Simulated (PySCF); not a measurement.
**CHCuP (charge +1): density, localisation and related maps**

The calculation's input:

```
{"job": {"kind": "sp", "xc": "wB97X", "basis": "def2-TZVP", "d3": "d3bj", "grid": 2}, "charge": 1, "multiplicity": 1}
C      0.520122     0.015978     0.024605
P      1.243821    -0.408687     1.359423
H     -0.250787     0.207171    -0.727865
Cu     2.406945     0.496511    -0.490846
```

Launched as:

```sh
OMP_NUM_THREADS=1 python redox_run.py task.json out
```

Geometry: PBE0-D3(BJ)/def2-SVP.

Computed with PySCF, DFT single point, gas phase, functional wB97X.

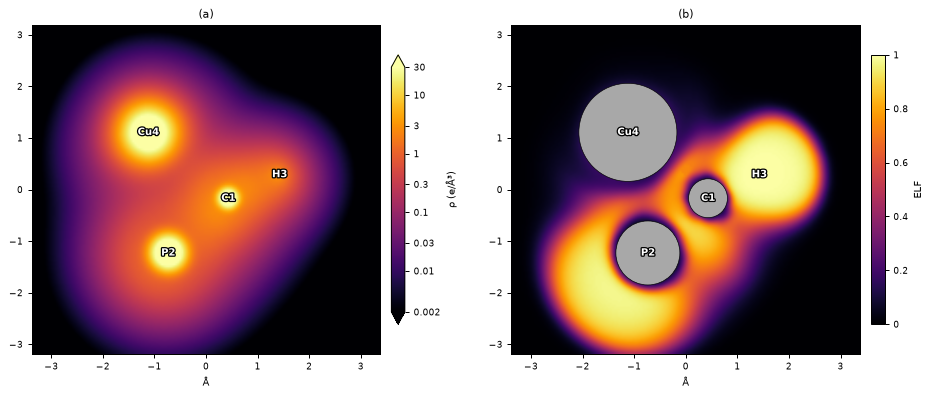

Figure 1. (a) total electron density; (b) electron localisation function on the molecular plane. Grey discs cover the atomic cores in the ELF map.

Describe what can be read from this map.

The section cuts through C, P, H and Cu sites. C–P (1.58 Å): ρ is about 1.6 e/Å³ halfway; the ELF peaks at about 0.90 between the atoms; a covalent bond. C–Cu (2.01 Å): the density is about 0.62 e/Å³ at the midpoint; the ELF peaks at about 0.75 in the valence shell of C, 0.7 Å from its nucleus, and is about 0.30 at the midpoint. Cu–P (2.37 Å): ρ is about 0.45 e/Å³ halfway; the ELF peaks at about 0.55 in the valence shell of P, 1.0 Å from its nucleus, and is about 0.40 at the midpoint. C–H (1.09 Å): the density is about 2.1 e/Å³ at the midpoint; the ELF climbs to about 1 towards the hydrogen, as it does in any bond to H; a covalent bond by its length.

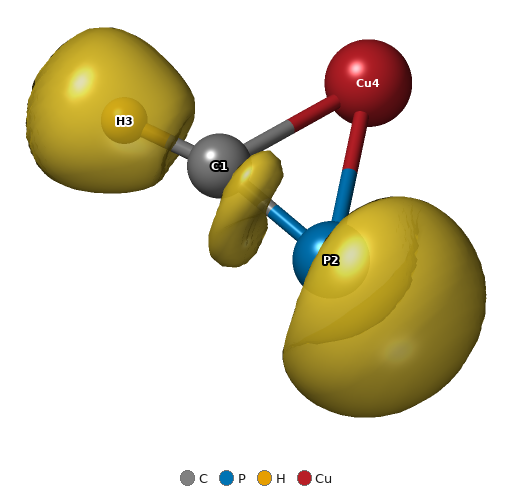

Figure 2. Isosurface of the ELF at 0.85 (yellow), seen at an oblique angle. Core shells and regions of very low density are left out.

Where are the electrons localised?

At this value the surface marks out one region between bonded C–P atoms (shared pairs), one region around a hydrogen nucleus and one lobe on P, pointing away from the bonds (lone pairs).
